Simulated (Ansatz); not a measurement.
C₂H₉OSbSi (SMILES C[O][Sb]([CH3])[SiH3])

```yaml
atoms:
  - { symbol: C, position_ang: [-0.6141, 0.2987, 2.5264] }
  - { symbol: C, position_ang: [-1.0423, 1.7072, -1.5432] }
  - { symbol: O, position_ang: [-1.0012, 0.7359, 1.2600] }
  - { symbol: Sb, position_ang: [0.3555, 1.6873, 0.1055] }
  - { symbol: Si, position_ang: [-0.4610, 3.9832, 0.9925] }
  - { symbol: H, position_ang: [-1.4513, -0.2699, 2.9663] }
  - { symbol: H, position_ang: [-0.3829, 1.1293, 3.2249] }
  - { symbol: H, position_ang: [0.2677, -0.3741, 2.5125] }
  - { symbol: H, position_ang: [-0.9067, 2.6062, -2.1613] }
  - { symbol: H, position_ang: [-0.9017, 0.8110, -2.1623] }
  - { symbol: H, position_ang: [-2.0483, 1.7019, -1.1008] }
  - { symbol: H, position_ang: [-0.2240, 4.0447, 2.4684] }
  - { symbol: H, position_ang: [0.2679, 5.1251, 0.3534] }
  - { symbol: H, position_ang: [-1.9255, 4.1348, 0.7299] }
```

Geometry: PBE0-D4/def2-SVP; core potentials replace the inner electrons of Sb.

All numbers below come from isolated molecule in a Gaussian basis; Kohn-Sham density functional theory, functional PBE0 (Ansatz 0.2.0).

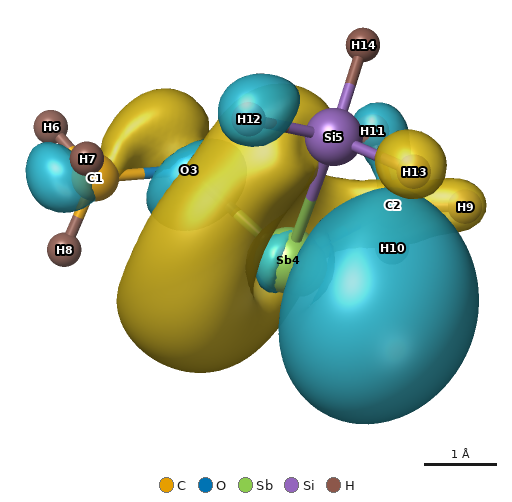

Figure 1. The LUMO at ±0.08 Å⁻³ᐟ² (yellow and cyan are the two phases), seen from one side.

Q: Describe this orbital and give its energy.

A: It lies mainly on Sb4 (about 60 %), O3 (about 10 %) and Si5 (about 10 %). Its energy is −1.16 eV.

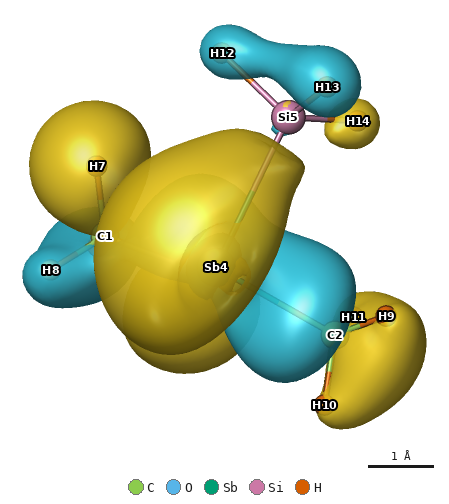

Figure 2. The HOMO−1 at ±0.06 Å⁻³ᐟ² (yellow and cyan are the two phases), seen at a tilt.

Q: What is the character of this orbital?

A: By Hirshfeld shares it lies mainly on O3 (about 35 %), Sb4 (about 25 %), C2 (about 10 %) and C1 (about 10 %). Its energy is −7.61 eV.
